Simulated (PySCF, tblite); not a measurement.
# H₆O₆SSi₂, a fragment of a glass network (dimer): NMR shifts, core binding energies and electronic excitations

Aim: the NMR shifts, core binding energies and electronic excitations of `O[Si](O)(O)S[Si](O)(O)O`. It is drawn as: Si Si, OH ends, S bridges.

Programs: tblite 0.8.0 and PySCF 2.14.0. All values are calculated, for the isolated system unless a continuum is named. Atoms count from 0, parts from 1.

## 1. The system as given

15 atoms, charge 0, multiplicity 1; geometry: distance geometry start.

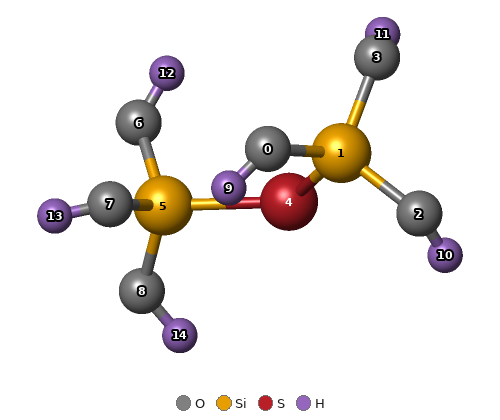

The starting geometry (oxygen grey, silicon amber, sulfur red, hydrogen purple), atoms numbered.

## 2. Geometry optimisation with GFN2-xTB

The job: settings as JSON, then the geometry in Å.

```
{"job": {"kind": "relax", "xc": "GFN2-xTB", "basis": "xTB"}, "charge": 0, "multiplicity": 1}
O      0.360810    -2.717223    -0.521331
Si     1.119132    -1.280804     0.204566
O      2.027638    -0.410285    -1.025341
O      2.204533    -1.772598     1.506815
S     -0.442216    -0.004664     1.001074
Si    -2.467934    -0.637450     1.491326
O     -2.535786    -1.053550     3.193708
O     -2.878622    -2.061383     0.510735
O     -3.584464     0.667981     1.162312
H     -0.447253    -2.716271    -1.025029
H      2.006845     0.562997    -1.183299
H      2.214740    -1.382319     2.402376
H     -1.790158    -1.328257     3.742942
H     -3.767356    -2.414486     0.412805
H     -3.353795     1.538907     0.707115
```

Level: GFN2-xTB geometry optimisation, gas phase.

Started as:

```console
$ OMP_NUM_THREADS=1 python cluster_run.py task.json out
```

The driver reads the jobs from task.json and runs them one after another.

The log of the run:

```text
step      E/eV     max force
  0    -936.28671    3.373
  1    -936.99837    1.925
  2    -937.70461    3.081
  3    -937.92123    1.533
  4    -938.09069    1.040
  5    -938.25821    0.873
  6    -938.30129    0.764
  7    -938.35338    0.733
  8    -938.38471    0.767
  9    -938.41217    0.416
 10    -938.42282    0.273
 11    -938.43978    0.429
 12    -938.45841    0.556
 13    -938.47937    0.487
 14    -938.49688    0.445
 15    -938.51039    0.278
 16    -938.52109    0.377
 17    -938.53489    0.550
 18    -938.55028    0.675
 19    -938.56668    0.580
 20    -938.58042    0.336
 21    -938.59055    0.315
 22    -938.59522    0.344
 23    -938.60155    0.323
 24    -938.60837    0.273
 25    -938.62553    0.271
 26    -938.62967    0.216
 27    -938.63769    0.246
 28    -938.64311    0.224
 29    -938.64935    0.236
 30    -938.65324    0.133
 31    -938.65534    0.147
 32    -938.65763    0.134
 33    -938.66152    0.189
 34    -938.66722    0.199
 35    -938.67320    0.156
 36    -938.67761    0.493
 37    -938.68056    0.180
 38    -938.68441    0.152
 39    -938.68916    0.089
 40    -938.69059    0.073
 41    -938.69196    0.090
 42    -938.69304    0.142
 43    -938.69461    0.180
 44    -938.69649    0.163
 45    -938.69839    0.091
 46    -938.69969    0.077
 47    -938.70077    0.087
 48    -938.70210    0.114
 49    -938.70371    0.111
 50    -938.70515    0.101
 51    -938.70629    0.139
 52    -938.70756    0.116
 53    -938.70966    0.204
 54    -938.71194    0.263
 55    -938.71527    0.246
 56    -938.71823    0.163
 57    -938.72058    0.361
 58    -938.72330    0.166
 59    -938.72523    0.199
 60    -938.72764    0.194
 61    -938.72986    0.238
 62    -938.73181    0.135
 63    -938.73389    0.077
 64    -938.73623    0.122
 65    -938.73746    0.094
 66    -938.73905    0.124
 67    -938.74049    0.100
 68    -938.74190    0.179
 69    -938.74331    0.165
 70    -938.74599    0.224
 71    -938.74907    0.207
 72    -938.75245    0.126
 73    -938.75513    0.091
 74    -938.75657    0.134
 75    -938.75769    0.283
 76    -938.75931    0.214
 77    -938.76227    0.169
 78    -938.76427    0.098
 79    -938.76504    0.090
 80    -938.76557    0.092
 81    -938.76659    0.071
 82    -938.76804    0.089
 83    -938.76967    0.135
 84    -938.76952    0.293
 85    -938.77161    0.066
 86    -938.77218    0.084
 87    -938.77428    0.110
 88    -938.77646    0.149
 89    -938.78151    0.275
 90    -938.78539    0.161
 91    -938.78737    0.300
 92    -938.78904    0.101
 93    -938.79020    0.073
 94    -938.79238    0.169
 95    -938.79418    0.159
 96    -938.79795    0.176
 97    -938.80141    0.171
 98    -938.80564    0.222
 99    -938.80993    0.211
100    -938.80932    0.519
101    -938.76210    1.367
102    -938.81571    0.264
103    -938.81782    0.159
104    -938.82175    0.167
105    -938.79948    1.049
106    -938.82638    0.114
107    -938.82878    0.085
108    -938.82440    0.759
109    -938.83325    0.094
110    -938.83526    0.129
111    -938.83086    0.896
112    -938.84043    0.135
113    -938.84305    0.173
114    -938.82713    1.355
115    -938.84959    0.100
116    -938.85270    0.122
117    -938.84692    0.948
118    -938.85782    0.084
119    -938.85975    0.117
120    -938.86057    0.462
121    -938.86341    0.149
122    -938.86478    0.124
123    -938.87087    0.501
124    -938.87635    0.268
125    -938.88087    0.191
126    -938.87636    1.107
127    -938.89062    0.440
128    -938.89538    0.187
129    -938.89970    0.270
130    -938.90176    0.252
131    -938.90553    0.131
132    -938.90799    0.129
133    -938.91095    0.131
134    -938.91310    0.162
135    -938.91543    0.126
136    -938.91741    0.141
137    -938.92046    0.156
138    -938.92353    0.121
139    -938.92758    0.166
140    -938.93099    0.149
141    -938.93455    0.231
142    -938.93919    0.179
143    -938.94396    0.159
144    -938.94909    0.286
145    -938.95243    0.286
146    -938.95753    0.189
147    -938.96127    0.153
148    -938.96538    0.247
149    -938.96913    0.173
150    -938.97335    0.170
151    -938.97913    0.196
152    -938.98209    0.191
153    -938.98589    0.136
154    -938.98867    0.196
155    -938.99214    0.142
156    -938.99631    0.162
157    -939.00420    0.256
158    -939.01026    0.253
159    -939.01662    0.266
160    -939.01958    0.567
161    -939.02532    0.218
162    -939.02997    0.145
163    -939.03414    0.121
164    -939.03596    0.091
165    -939.03792    0.114
166    -939.03930    0.146
167    -939.04032    0.145
168    -939.04104    0.095
169    -939.04161    0.078
170    -939.04208    0.065
171    -939.04276    0.061
172    -939.04340    0.058
173    -939.04419    0.057
174    -939.04485    0.065
175    -939.04539    0.081
176    -939.04594    0.092
177    -939.04662    0.098
178    -939.04743    0.089
179    -939.04837    0.104
180    -939.04953    0.110
181    -939.05089    0.103
182    -939.05207    0.079
183    -939.05282    0.048
184    -939.05323    0.044
185    -939.05352    0.047
186    -939.05380    0.065
187    -939.05414    0.058
188    -939.05461    0.040
189    -939.05486    0.040
190    -939.05518    0.037
191    -939.05547    0.045
192    -939.05589    0.054
193    -939.05627    0.041
194    -939.05651    0.036
195    -939.05668    0.034
196    -939.05683    0.041
197    -939.05701    0.040
198    -939.05712    0.028
199    -939.05715    0.012
200    -939.05717    0.011
201    -939.05717    0.011
202    -939.05777    0.160
203    -939.05788    0.062
204    -939.05802    0.013
205    -939.05805    0.044
206    -939.05807    0.017
207    -939.05808    0.002
```

Run time: 8.1 s. Hardware: 1 thread of Arm Neoverse V1, shared host.

Step by step:

| step | energy from step 0 (eV) | largest force (eV/Å) |
| --- | --- | --- |
| 0 | 0.0000 | 3.3729 |
| 8 | -2.0980 | 0.7670 |
| 16 | -2.2344 | 0.3775 |
| 24 | -2.3217 | 0.2727 |
| 32 | -2.3709 | 0.1340 |
| 40 | -2.4039 | 0.0734 |
| 48 | -2.4154 | 0.1141 |
| 56 | -2.4315 | 0.1626 |
| 64 | -2.4495 | 0.1224 |
| 72 | -2.4657 | 0.1259 |
| 80 | -2.4789 | 0.0913 |
| 88 | -2.4898 | 0.1482 |
| 96 | -2.5112 | 0.1759 |
| 104 | -2.5350 | 0.1674 |
| 112 | -2.5537 | 0.1351 |
| 120 | -2.5739 | 0.4612 |
| 128 | -2.6087 | 0.1863 |
| 136 | -2.6307 | 0.1405 |
| 144 | -2.6624 | 0.2866 |
| 152 | -2.6954 | 0.1901 |
| 160 | -2.7329 | 0.5669 |
| 168 | -2.7543 | 0.0941 |
| 176 | -2.7592 | 0.0916 |
| 184 | -2.7665 | 0.0443 |
| 192 | -2.7692 | 0.0544 |
| 200 | -2.7705 | 0.0120 |
| 207 | -2.7714 | 0.0030 |

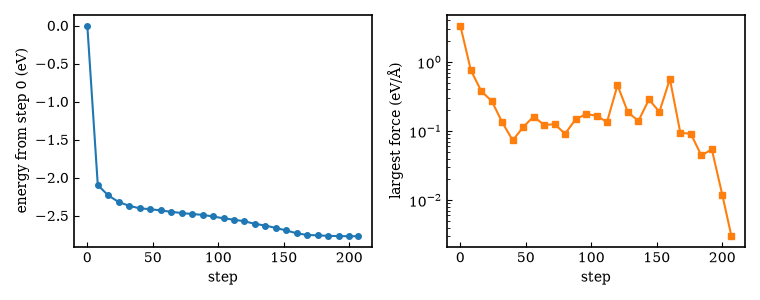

Energy and force, step by step.

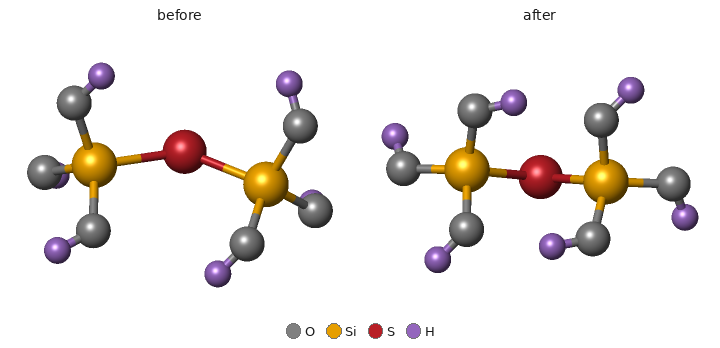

The geometry before (left) and after (right).

Close pairs (by a distance rule), those that changed most:

| bond | before (Å) | after (Å) | change (Å) |
| --- | --- | --- | --- |
| O0–Si1 | 1.779 | 1.613 | -0.166 |
| Si1–O2 | 1.760 | 1.614 | -0.146 |
| Si5–O7 | 1.777 | 1.634 | -0.143 |
| Si5–O6 | 1.754 | 1.613 | -0.140 |
| Si5–O8 | 1.749 | 1.614 | -0.135 |
| Si1–O3 | 1.765 | 1.634 | -0.132 |
| O8–H14 | 1.009 | 0.952 | -0.057 |
| O2–H10 | 0.986 | 0.952 | -0.034 |

## 3. Optimising the geometry at PBE0-D3(BJ)/def2-SVP

The job: settings as JSON, then the geometry in Å.

```
{"job": {"xc": "PBE0", "basis": "def2-SVP", "d3": "d3bj", "grid": 2, "kind": "geom", "shake": 0.01}, "charge": 0, "multiplicity": 1}
O      0.872238    -1.434183    -1.293628
Si     1.466746    -0.138125    -0.530699
O      2.886341     0.261311    -1.161358
O      1.767703    -0.498790     1.037928
S      0.086257     1.499648    -0.620978
Si    -1.458965     0.425059     0.409585
O     -0.926023    -0.019273     1.875644
O     -1.801317    -0.899203    -0.477667
O     -2.816977     1.286574     0.545716
H     -0.071011    -1.633313    -1.126616
H      2.955416     0.493761    -2.065321
H      2.556453    -0.199617     1.440759
H     -0.078635    -0.371200     1.941835
H     -2.633399    -0.879852    -0.985328
H     -2.815751     2.081833     1.024797
```

The log of the run:

```text
step   0  E = -1430.98986400  max force = 0.054713
step   1  E = -1430.99977997  max force = 0.004868
step   2  E = -1430.99981751  max force = 0.002379
step   3  E = -1431.00007338  max force = 0.003642
step   4  E = -1431.00010913  max force = 0.003290
step   5  E = -1431.00026419  max force = 0.000971
step   6  E = -1431.00035182  max force = 0.000830
step   7  E = -1431.00041197  max force = 0.000846
step   8  E = -1431.00044437  max force = 0.000667
step   9  E = -1431.00045954  max force = 0.001033
step  10  E = -1431.00047926  max force = 0.000608
step  11  E = -1431.00050338  max force = 0.000496
step  12  E = -1431.00051356  max force = 0.000549
step  13  E = -1431.00051945  max force = 0.000313
optimisation converged
```

Run time: 6.8 min. Hardware: 1 thread of Arm Neoverse V1, shared host; peak memory 0.85 GiB.

The steps of the relaxation:

| step | energy from step 0 (eV) | largest force component (eV/Å) |
| --- | --- | --- |
| 0 | 0.0000 | 2.8135 |
| 1 | -0.2698 | 0.2503 |
| 2 | -0.2708 | 0.1223 |
| 3 | -0.2778 | 0.1873 |
| 4 | -0.2788 | 0.1692 |
| 5 | -0.2830 | 0.0499 |
| 6 | -0.2854 | 0.0427 |
| 7 | -0.2870 | 0.0435 |
| 8 | -0.2879 | 0.0343 |
| 9 | -0.2883 | 0.0531 |
| 10 | -0.2889 | 0.0313 |
| 11 | -0.2895 | 0.0255 |
| 12 | -0.2898 | 0.0282 |
| 13 | -0.2899 | 0.0161 |

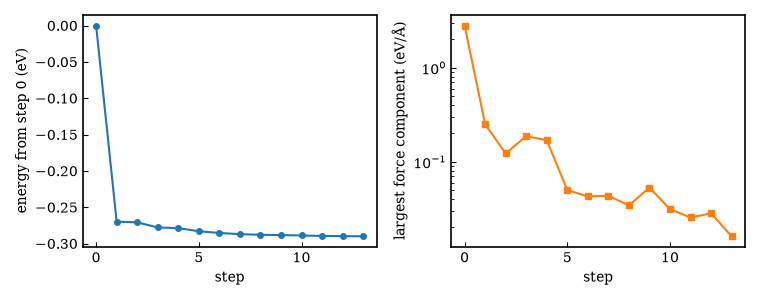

Energy and force, step by step.

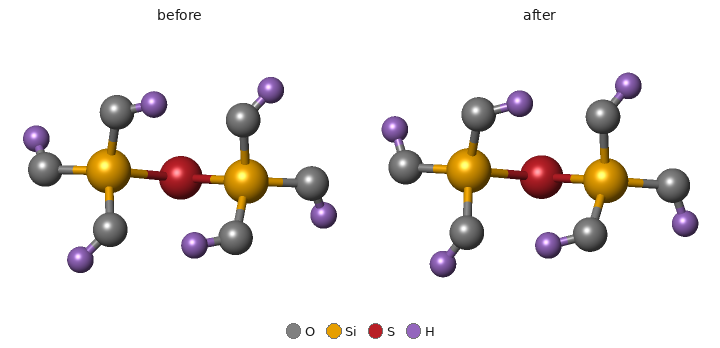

Before and after, at one scale.

Distances of close pairs at the start and the end, largest changes first:

| bond | before (Å) | after (Å) | change (Å) |
| --- | --- | --- | --- |
| O6–H12 | 0.920 | 0.975 | +0.055 |
| Si5–O7 | 1.630 | 1.668 | +0.037 |
| Si1–O2 | 1.604 | 1.641 | +0.037 |
| O8–H14 | 0.928 | 0.962 | +0.033 |
| Si1–O3 | 1.637 | 1.667 | +0.030 |
| O3–H11 | 0.935 | 0.963 | +0.028 |
| Si5–O8 | 1.614 | 1.641 | +0.027 |
| O2–H10 | 0.936 | 0.962 | +0.026 |

The next job starts from the end point, and lists it.

| at the end point | value |
| --- | --- |
| point group (found at 0.08 Å tolerance) | C2 |
| rotational constants (GHz, main isotopes) | 1.810, 0.704, 0.687 |
| dipole moment (D) | 1.80 |

## 4. NMR shieldings: PBE0/pcSseg-1

The job: settings as JSON, then the geometry in Å.

```
{"job": {"kind": "nmr", "xc": "PBE0", "basis": "pcSseg-1"}, "charge": 0, "multiplicity": 1}
O      0.757280    -1.515675    -1.196364
Si     1.446528    -0.190494    -0.536130
O      2.882779     0.188301    -1.233400
O      1.770164    -0.492475     1.071181
S      0.091934     1.472446    -0.642116
Si    -1.467382     0.406749     0.378523
O     -0.919223    -0.139770     1.817164
O     -1.907807    -0.893293    -0.568806
O     -2.808679     1.339051     0.533634
H     -0.216919    -1.538746    -1.164347
H      2.917971     0.183694    -2.194305
H      2.516707    -0.011897     1.444380
H      0.039214    -0.313767     1.858796
H     -2.616169    -0.725868    -1.199616
H     -2.807356     1.993298     1.238382
```

Level: GIAO PBE0/pcSseg-1 NMR shielding, non-relativistic, gas phase.

The log of the run:

```text
coarse grid: 15112 points
cycle   1  E = -1431.0496272607  dE =  1.508e+00  |g| = 1.544e+00  |ddm| = 3.768e+00
cycle   2  E = -1430.5812736243  dE =  4.684e-01  |g| = 2.233e+00  |ddm| = 2.399e+00
cycle   3  E = -1431.4539076322  dE = -8.726e-01  |g| = 1.503e-01  |ddm| = 1.628e+00
cycle   4  E = -1431.4592174512  dE = -5.310e-03  |g| = 6.029e-02  |ddm| = 2.305e-01
cycle   5  E = -1431.4599266316  dE = -7.092e-04  |g| = 1.775e-02  |ddm| = 6.234e-02
cycle   6  E = -1431.4599810547  dE = -5.442e-05  |g| = 5.941e-03  |ddm| = 1.564e-02
cycle   7  E = -1431.4599865076  dE = -5.453e-06  |g| = 1.285e-03  |ddm| = 4.562e-03
final grid: 135080 points
cycle   8  E = -1431.5706075313  dE = -3.764e-05  |g| = 1.129e-02  |ddm| = 2.192e-02
cycle   9  E = -1431.5705891506  dE =  1.838e-05  |g| = 1.537e-02  |ddm| = 1.497e-02
cycle  10  E = -1431.5706273798  dE = -3.823e-05  |g| = 9.489e-04  |ddm| = 9.071e-03
cycle  11  E = -1431.5706275758  dE = -1.960e-07  |g| = 1.840e-04  |ddm| = 1.214e-03
cycle  12  E = -1431.5706275836  dE = -7.820e-09  |g| = 6.458e-05  |ddm| = 2.815e-04
cycle  13  E = -1431.5706275847  dE = -1.105e-09  |g| = 1.504e-05  |ddm| = 7.969e-05
cycle  14  E = -1431.5706275848  dE = -3.365e-11  |g| = 7.038e-06  |ddm| = 1.404e-05
converged SCF energy = -1431.5706275848

GIAO shielding tensors (ppm)
atom      isotropic    diamagn.    paramagn.     s11        s22        s33       span
  0 O      236.934     392.972    -156.039    203.109    220.187    287.505     84.396
  1 Si     387.447     881.775    -494.328    371.686    392.944    397.711     26.024
  2 O      273.143     387.694    -114.551    250.224    257.667    311.538     61.315
  3 O      259.191     393.381    -134.190    228.372    248.492    300.709     72.337
  4 S      681.012    1064.284    -383.272    644.657    650.009    748.370    103.713
  5 Si     387.046     881.772    -494.726    371.756    392.056    397.326     25.570
  6 O      236.943     393.159    -156.215    203.393    219.828    287.610     84.217
  7 O      258.845     393.275    -134.431    227.550    248.422    300.562     73.013
  8 O      273.902     387.686    -113.784    251.229    258.138    312.339     61.109
  9 H       25.760      32.939      -7.179     13.777     22.730     40.774     26.997
 10 H       29.096      30.207      -1.111     20.960     23.583     42.745     21.785
 11 H       29.115      31.125      -2.010     21.287     23.635     42.423     21.135
 12 H       25.790      33.073      -7.283     13.829     22.778     40.762     26.934
 13 H       29.107      30.955      -1.848     21.249     23.653     42.419     21.171
 14 H       29.086      30.254      -1.169     20.925     23.549     42.783     21.858
```

Wall time 49 s (1 thread of Arm Neoverse V1, shared host); peak memory 1.1 GiB.

Shifts follow as δ = σ(reference) − σ, with reference shieldings (ppm) from runs at the same level and on the same kind of geometry: $^{1}$H TMS 31.27, $^{29}$Si TMS 352.0, $^{17}$O H2O 334.6, $^{33}$S CS2 496. The references are single molecules in the gas phase, so shifts against H2O, NH3, PH3, H3PO4 or CFCl3 are not on the usual liquid scales and can be off by tens of ppm. Atoms listed in one row are averaged.

| atoms | environment | σ (ppm) | δ (ppm) |
| --- | --- | --- | --- |
| H9, H12 | hydrogen on an oxygen bonded to Si | 25.77 | 5.49 |
| H10, H14 | hydrogen on an oxygen bonded to Si | 29.09 | 2.18 |
| H11, H13 | hydrogen on an oxygen bonded to Si | 29.11 | 2.16 |
| O0, O6 | oxygen bonded to Si, H | 236.9 | 97.6 |
| O3, O7 | oxygen bonded to Si, H | 259.0 | 75.5 |
| O2, O8 | oxygen bonded to Si, H | 273.5 | 61.0 |
| Si1, Si5 | silicon bonded to 3 O, S | 387.2 | -35.3 |
| S4 | sulfur bonded to 2 Si | 681 | -185 |

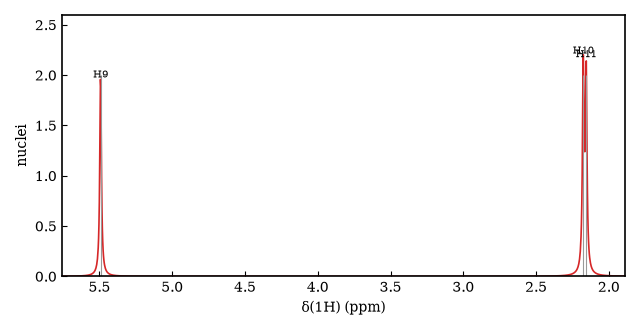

$^{1}$H lines at the computed shifts, without couplings. Lines are broadened to a width of 0.01 ppm (Lorentzian).

The run also stored atomic charges by several schemes (e):

| atoms | Mulliken | IAO | Hirshfeld | ESP fit |
| --- | --- | --- | --- | --- |
| O0, O6 | -0.55 | -0.79 | -0.31 | -0.60 |
| Si1, Si5 | 1.17 | 1.48 | 0.49 | 0.85 |
| O2, O8 | -0.55 | -0.78 | -0.30 | -0.64 |
| O3, O7 | -0.59 | -0.78 | -0.27 | -0.59 |
| S4 | -0.58 | -0.50 | -0.21 | -0.46 |

IAO charges:

O0 -0.79; Si1 1.48; O2 -0.78; O3 -0.78; S4 -0.50; Si5 1.48; O6 -0.79; O7 -0.78; O8 -0.78; H9 0.37; H10 0.38; H11 0.38; H12 0.37; H13 0.38; H14 0.38

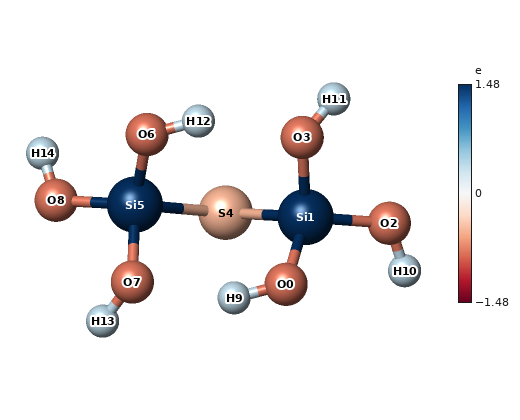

IAO charges, as colours on the atoms.

Mayer bond orders: O0–Si1 1.09, Si1–O2 1.06, Si1–O3 0.93, Si1–S4 0.93, S4–Si5 0.93, Si5–O6 1.09, Si5–O7 0.93, Si5–O8 1.06.

[end of part 1 of 2]
